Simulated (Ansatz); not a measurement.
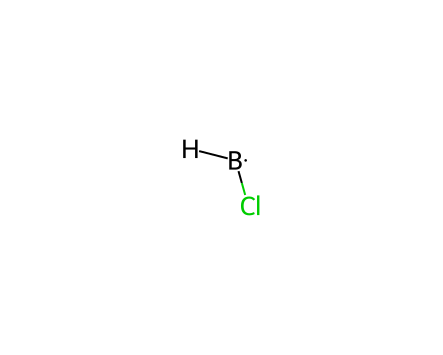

Structural formula above. Charge 0, doublet. The computed structure is the end point of a PBE-D4/def2-SVP optimisation. No frequency run is at hand to confirm it as a minimum.

What does the molecule look like in three dimensions?

It has 3 atoms: 1 boron, 1 chlorine and 1 hydrogen (BClH). SMILES: `[BH]Cl`. Among its groups: B–H bond. It is an open-shell species. Coordination: 1 B bent.

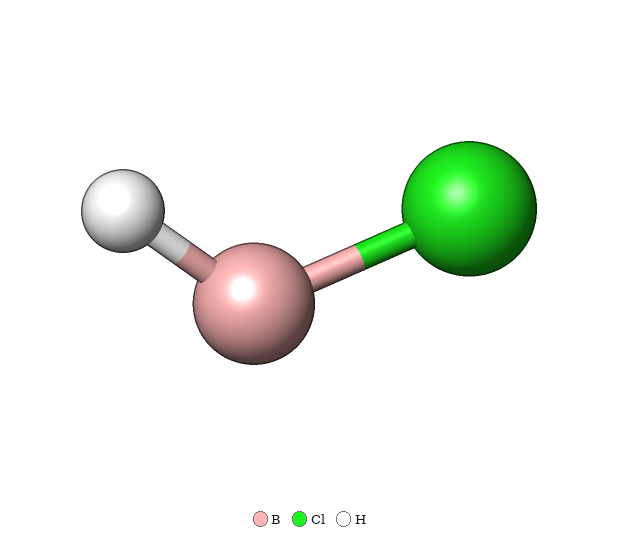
